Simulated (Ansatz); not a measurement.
Band structure of ZnS (F-43m, 2 atoms in the cell).

```xyz
2
Lattice="0.0000 2.7050 2.7050 2.7050 0.0000 2.7050 2.7050 2.7050 0.0000" Properties=species:S:1:pos:R:3 pbc="T T T"
Zn     0.0000     0.0000     0.0000
S      1.3525     1.3525     1.3525
```

Method of the run: PBE (plane waves, PAW; Ansatz, a program for electronic structure).

Settings: kpoints.mp_grid.grid = 7 7 7; hamiltonian.xc = pbe; hamiltonian.pseudopotentials = {kind: paw} (the program's default PAW files); scf.occupations.method = fermi_dirac; scf.occupations.width = 0.05 eV; kpoints.band_path.npoints = 8.

The starting cell has typed, rounded lattice constants, without a prior relaxation at this level.

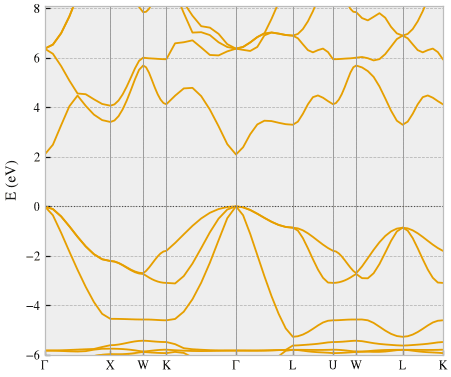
*Bands along the path, energies from the top of the valence band on the path.*

Read off roughly the gap and where its edges lie.

The gap along the path is about 2.1 eV (computed: 2.09 eV), direct at Γ to within 0.01 eV.

Levels in eV from the top of the valence band on the path, bands 6 to 12:
```tsv
point	6	7	8	9	10	11	12
Γ	-5.83	0.00	0.00	0.00	2.09	6.37	6.37
X	-5.61	-4.54	-2.21	-2.21	3.41	4.07	10.93
W	-5.43	-4.57	-2.73	-2.70	5.69	6.01	7.84
K	-5.48	-4.60	-3.09	-1.80	4.13	5.94	9.34
L	-5.62	-5.27	-0.86	-0.86	3.30	6.90	6.90
U	-5.48	-4.60	-3.09	-1.80	4.13	5.94	9.34
```

Keys are those of Ansatz 0.2.
